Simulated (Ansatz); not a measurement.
# AlSiH5 (SMILES [H][Al]([H])[SiH3]): revPBE/STO-3G

What is the energy change on altering one bond length of AlSiH5 at revPBE/STO-3G? 

The results are computed with Ansatz 0.2.0.

58 further runs of the same task are left out: 2 that didn't finish, 56 set aside as unsound or not needed.

## 1. The system as given

AlSiH5: 7 atoms, total charge 0, spin state singlet. SMILES: `[H][Al]([H])[SiH3]`. Geometry: a GFN2-xTB relaxation, a rough one for these elements and not checked as a minimum.

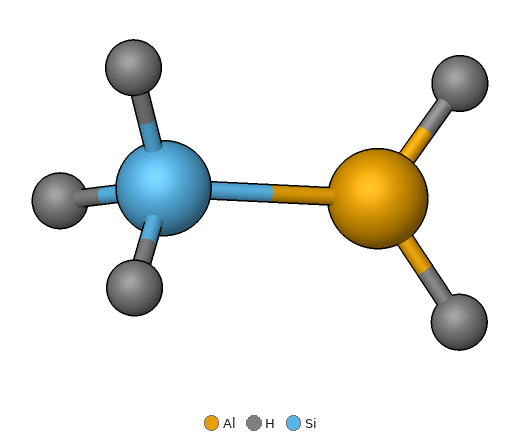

The structure, seen from a chosen angle (aluminium amber, hydrogen grey, silicon blue).

## 2. The energy at revPBE/STO-3G

Contents of run.yaml:

```yaml
crystal:
  periodic: [false, false, false]
  atoms:
    - {symbol: Al, position_ang: [0.688040, 1.201700, 0.003860]}
    - {symbol: H, position_ang: [2.245410, 1.365000, 0.056470]}
    - {symbol: H, position_ang: [0.053380, 2.633190, -0.016580]}
    - {symbol: Si, position_ang: [-0.517390, -0.897790, -0.016750]}
    - {symbol: H, position_ang: [-1.851430, -0.836410, 0.625620]}
    - {symbol: H, position_ang: [0.177610, -1.992690, 0.701130]}
    - {symbol: H, position_ang: [-0.795620, -1.472990, -1.353750]}
basis:
  gaussian: {orbitals: STO-3G}
hamiltonian: {xc: {name: revPBE}}
accuracy: high
```

The run is started by

```
ansatz run run.yaml --threads 1 --pin off --max-ram 2610MiB --events-out events.jsonl --progress --plain --runs-dir runs
```

The log of the run:

```text
Warning: RAYON_NUM_THREADS=1 ignored (pool sized by the plan → 1); use --threads N
Functional definition: revPBE
  name "revPBE"
  parameter kappa = 1.245
  parameter beta = 0.06672455060314922
  exchange = pbe_x(kappa = kappa, mu = beta*pi^2/3)
  correlation = pbe_c(beta = beta)
408 factors; integrals over basis functions are off by at most 7.1e-9 eV
mean field evaluation 1: about -14378.9086 eV, gradient 2.5e1 eV
mean field evaluation 2: about -14379.0809 eV, gradient 2.3e1 eV
mean field evaluation 4: about -14381.1841 eV, gradient 5.1e-1 eV
mean field evaluation 8: about -14381.0965 eV, gradient 4.6e-3 eV
mean field evaluation 16: about -14381.0965 eV, gradient 3.3e-8 eV
mean field -14381.09650327 eV, -528.4955486380 hartree, gradient 3.3e-8 eV, S^2 0.000000; 0 other end points of the search recorded, 0 dependent functions left out
reference -14381.09650594 eV, -528.4955487361 hartree; 16, 16 occupied and 7, 7 virtual orbitals, 408 factors
Total energy: -14381.09650594 eV, -528.4955487361 hartree
```

Run time: 1.5 s. Hardware: 1 thread of Arm Neoverse V1, shared host; peak memory 0.1 GiB.

## 3. The distorted shape, same level

Contents of run.yaml:

```yaml
crystal:
  periodic: [false, false, false]
  atoms:
    - {symbol: Al, position_ang: [0.989409, 1.726593, 0.009013]}
    - {symbol: H, position_ang: [2.546779, 1.889893, 0.061623]}
    - {symbol: H, position_ang: [0.354749, 3.158083, -0.011427]}
    - {symbol: Si, position_ang: [-0.517390, -0.897790, -0.016750]}
    - {symbol: H, position_ang: [-1.851430, -0.836410, 0.625620]}
    - {symbol: H, position_ang: [0.177610, -1.992690, 0.701130]}
    - {symbol: H, position_ang: [-0.795620, -1.472990, -1.353750]}
basis:
  gaussian:
    orbitals: STO-3G
hamiltonian:
  xc: {name: revPBE}
accuracy: high
```

The run is started by

```
ansatz run run.yaml --threads 1 --pin off --max-ram 2610MiB --events-out events.jsonl --progress --plain --runs-dir runs
```

The log of the run (excerpt; [...] marks lines left out):

```text
Warning: RAYON_NUM_THREADS=1 ignored (pool sized by the plan → 1); use --threads N
[... 6 set-up lines as earlier in the session ...]
393 factors; integrals over basis functions are off by at most 8.2e-9 eV
mean field evaluation 1: about -14376.6604 eV, gradient 2.5e1 eV
mean field evaluation 2: about -14375.9157 eV, gradient 2.6e1 eV
mean field evaluation 4: about -14379.2519 eV, gradient 1.4e0 eV
mean field evaluation 8: about -14379.1644 eV, gradient 2.1e-2 eV
mean field evaluation 16: about -14379.1645 eV, gradient 6.7e-8 eV
mean field -14379.16445088 eV, -528.4245470220 hartree, gradient 6.7e-8 eV, S^2 0.000000; 0 other end points of the search recorded, 0 dependent functions left out
reference -14379.16445370 eV, -528.4245471259 hartree; 16, 16 occupied and 7, 7 virtual orbitals, 393 factors
Total energy: -14379.16445370 eV, -528.4245471259 hartree
```

Wall time 1.5 s (1 thread of Arm Neoverse V1, shared host); peak memory 0.1 GiB.

## 4. What came out

Level: revPBE/STO-3G.

```
                                                           quantity          value
                                          first shape: total energy  -528.49555 Eh
                                      distorted shape: total energy  -528.42455 Eh
energy change with the Al1–Si4 bond stretched from 2.421 to 3.026 Å       1.932 eV
```

What this shows: With the Al1–Si4 bond stretched from 2.421 to 3.026 Å the energy rises by 1.93 eV (186 kJ/mol). The first shape isn't relaxed at this level, so the change isn't measured from a minimum. The minimal basis adds a large error of its own.
